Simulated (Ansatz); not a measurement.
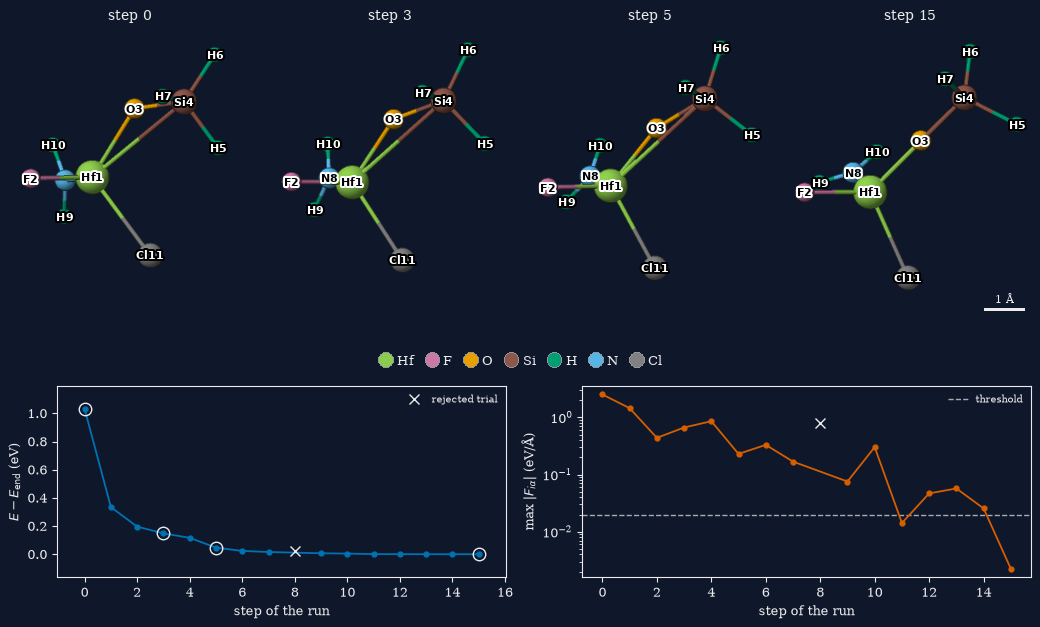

Frames of a relaxation of HfSiNH$_{5}$OClF, marked on the history of the run. The picture is a ball-and-stick view, seen from a free direction.

The run prepares the start of a later molecular dynamics calculation, from a guessed geometry.

Computed with RKS PBE/def2-SVP (Ansatz 0.2.0).

Input file:
```yaml
crystal:
  periodic: [false, false, false]
  atoms:
    - { symbol: Hf, position_ang: [0.0, 0.0, 0.0] }
    - { symbol: F, position_ang: [0.0, 0.0, 1.98] }
    - { symbol: O, position_ang: [1.952, 0.0, -0.6893] }
    - { symbol: Si, position_ang: [2.8584, -1.3762, -1.0165] }
    - { symbol: H, position_ang: [2.0275, -2.3521, -1.7156] }
    - { symbol: H, position_ang: [3.9996, -1.0202, -1.8547] }
    - { symbol: H, position_ang: [3.3369, -1.9538, 0.2361] }
    - { symbol: "N", position_ang: [-1.0409, 1.8034, -0.7359] }
    - { symbol: H, position_ang: [-2.061, 1.7482, -1.0186] }
    - { symbol: H, position_ang: [-0.5204, 2.7241, -0.8065] }
    - { symbol: Cl, position_ang: [-1.1869, -2.0563, -0.8392] }
basis:
  gaussian: { orbitals: def2-SVP }
hamiltonian:
  xc: pbe
relax:
  f_tol: 0.02
  max_steps: 40
```

Launched with:
```bash
ansatz run input.yaml --threads 4 --pin off --max-ram 5120MiB --backend cpu --events-out ev --progress --plain --runs-dir out
```

Describe the path.

Answer. The atom that moves furthest after the best rigid fit is H10 (1.13 Å). Largest moves by element: H 1.13 Å, O 0.92 Å, Cl 0.87 Å, F 0.42 Å, Hf 0.39 Å, N 0.38 Å. Among the contacts that change: Hf1–Si4 3.331 → 3.626 Å, Hf1–N8 2.208 → 2.026 Å, Hf1–Cl11 2.518 → 2.386 Å, Hf1–O3 2.070 → 1.945 Å. Bond angles that change, for instance: Hf1–O3–Si4 125.0° → 176.0°, H9–N8–H10 120.0° → 108.2°, Hf1–N8–H10 120.0° → 126.4°. Groups turn about Hf1–N8 by about 65°. The energy falls by 1.031 eV in 14 accepted moves (15 points after the start). Largest force component: 2.5 eV/Å at the start, 0.0023 eV/Å at the end. The line search rejected the trial step at point 8 of the run. The forces were under the threshold at step 11, but the run went on from there. From step 0 to 3: H10 moves most (0.38 Å), energy −0.883 eV. From step 3 to 5: H10 moves most (0.32 Å), energy −0.101 eV. From step 5 to 15: H9 moves most (0.55 Å), energy −0.047 eV.
